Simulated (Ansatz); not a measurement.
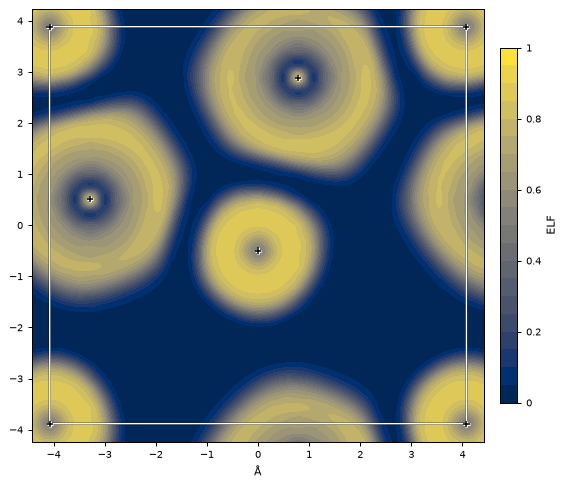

The ELF on a plane through atoms (crosses mark nuclei in the plane).

The calculation used DFT, PBEsol, plane waves, PAW in Ansatz 0.2.0.

Candidates:
A. RbZnI3, a = 8.88 Å, b = 8.65 Å, c = 11.16 Å, α = 100.44°, β = 91.01°, γ = 101.64°. Space group P1; started from the cubic perovskite prototype, which need not be the ambient phase; changed on purpose from its base cell (shaken).
B. KMgI3, a = 8.15 Å, b = 11.25 Å, c = 7.77 Å, α = 90.01°, β = 90.04°, γ = 90.02°. Space group P-1; started from the cubic perovskite prototype, which need not be the ambient phase; changed on purpose from its base cell (shaken).
C. KZnCl3, a = 6.73 Å, b = 6.73 Å, c = 10.00 Å, α = 90.01°, β = 89.99°, γ = 90.00°. Space group C2/c; started from the cubic perovskite prototype, which need not be the ambient phase; changed on purpose from its base cell (shaken).

Which candidate gave the map?

Candidate B: KMgI3 on the (010) plane of the standardised cell, which holds K and I. K–I (3.44 Å): the ELF peaks at about 0.80 in the valence shell of I, 1.3 Å from its nucleus, and drops to about 0.05 between the two atoms; a largely ionic contact.
